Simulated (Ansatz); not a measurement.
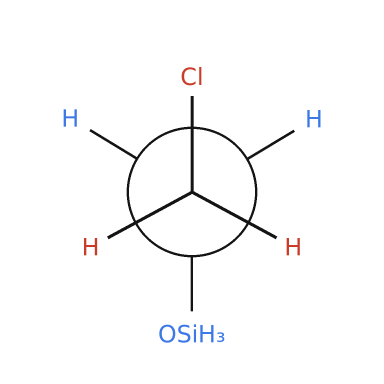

A Newman projection along the Si–C bond, silicon in front; angles are drawn as computed, but eclipsed bonds slightly apart. Computed geometry: PBE0-D4/def2-TZVP optimisation. No frequency run is at hand to confirm it as a minimum.

Q: Which molecule is it?

A: CH7ClOSi2, [SiH3]OC[SiH2]Cl

Q: What is the torsion angle from the front Cl to the back OSiH3? The sign is positive where the front bond must turn clockwise to cover the back bond.

A: 180°, antiperiplanar (anti). The conformation about this bond is staggered.
